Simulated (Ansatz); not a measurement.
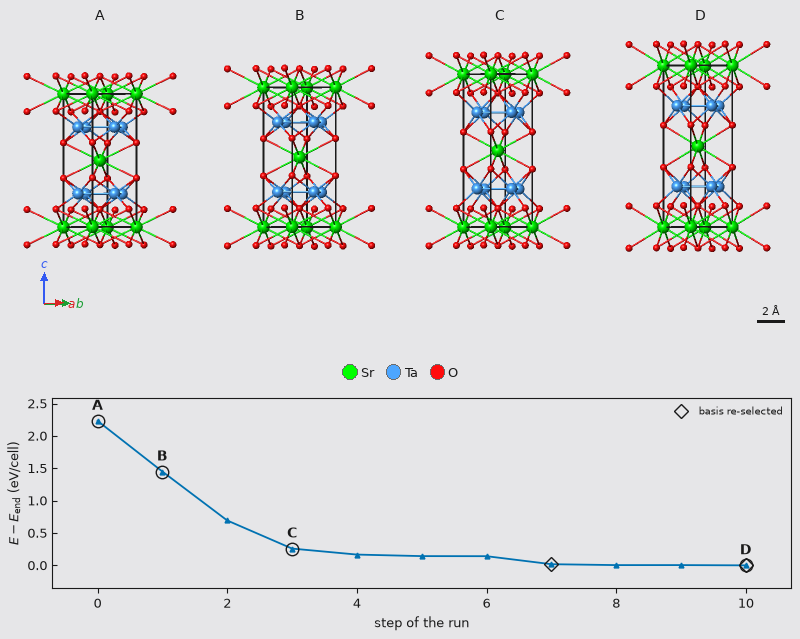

Frames of a relaxation of solid SrTa2O2 (a generated structure, set up in I4/mmm) (coarse preliminary run), marked on the history of the run. Style: ball-and-stick. Shown: the conventional cell (2 times the calculation's cell), from a free direction. Lengths and directions refer to the drawn axes.

Level of theory: Ansatz, DFT PBE, scalar-relativistic, plane waves, PAW.

Input file:
```yaml
crystal:
  lattice:
    - [-1.97181645, 1.97181645, 4.98714815]
    - [1.97181645, -1.97181645, 4.98714815]
    - [1.97181645, 1.97181645, -4.98714815]
  atoms:
    - { symbol: Sr, position: [0.0, 0.0, 0.0] }
    - { symbol: Ta, position: [0.25, 0.75, 0.5] }
    - { symbol: Ta, position: [0.75, 0.25, 0.5] }
    - { symbol: O, position: [0.63236499, 0.63236499, 0.0] }
    - { symbol: O, position: [0.36763501, 0.36763501, 0.0] }
basis:
  ecutwfc: 420
kpoints:
  mp_grid: { grid: [6, 6, 6] }
hamiltonian:
  xc: pbe
scf:
  occupations: { method: gaussian, width: 0.1 }
  lower_state_search: "off"
output:
  forces: true
  stress: true
  eigenvalues: true
relax:
  adjacent_minimum: "off"
  f_tol: 0.04
  max_steps: 70
  cell: { stress_tol: 0.4 }
```

Launched with:
```bash
ansatz run input.yaml --threads 1 --pin off --max-ram 2560MiB --backend cpu --events-out ev --progress --plain --runs-dir out
```

Describe the path.

Answer. Over 8 accepted moves (10 points after the start) the energy falls by 2.232 eV per cell of the calculation. The largest force component goes from 0.052 to 0.0041 eV/Å. Pressure: 5.67 GPa at the start and −0.02 GPa at the end. At 2 points the geometry stayed and the basis and grid were re-selected for the new cell (energy shift of 0.124 eV per cell of the calculation at most each time). The largest moves relative to the cell, 0.027 Å, are those of O4 and O5. O4 goes along −c. Sr and Ta stay in place. The drawn cell changes as follows: a = b 3.944 → 3.722 Å (−5.6 %), c 9.974 → 12.099 Å (+21.3 %); the volume changes by +8.0 %. Some distances before and after: Sr1–Ta2 3.179 → 3.551 Å, Ta2–Ta3 2.789 → 2.632 Å, Ta2–O4 2.295 → 2.359 Å, Sr1–O4 3.085 → 3.067 Å. The space group stays I4/mmm (No. 139). From step 0 to 1: volume +2.4 %, energy −0.783 eV per cell of the calculation. From step 1 to 3: O atoms move most (0.13 Å), energy −1.190 eV per cell of the calculation. From step 3 to 10: O atoms move most (0.10 Å), volume +5.6 %, energy −0.259 eV per cell of the calculation.
